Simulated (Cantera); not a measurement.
Input: 1 mol Fe3O4, 13 mol H2, 0.77 mol N2, at 100000 Pa.

Equilibrium computed with Cantera from the NASA thermochemical tables; the gas is ideal and each condensed phase is pure. Candidate condensed phases: Fe, FeO, Fe(OH)2, Fe(OH)3, Fe2O3, Fe3O4, H2O; 27 gas species. Mutual solubility and eutectic melting of coexisting phases are not modelled. The tables' stoichiometric FeO is somewhat more stable than real wüstite, so its field is too wide. FeO: taken at fixed stoichiometry. Kinetics and transport are ignored.

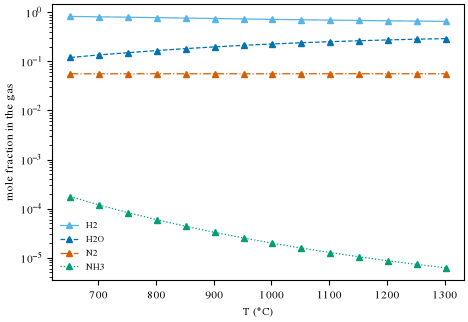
*Equilibrium gas composition (values under 1e-9 drawn at 1e-9)*

Read off the mole fractions at 852 °C.

H2 about 0.76, H2O about 0.18, N2 about 0.056, NH3 about 4.4e-5.
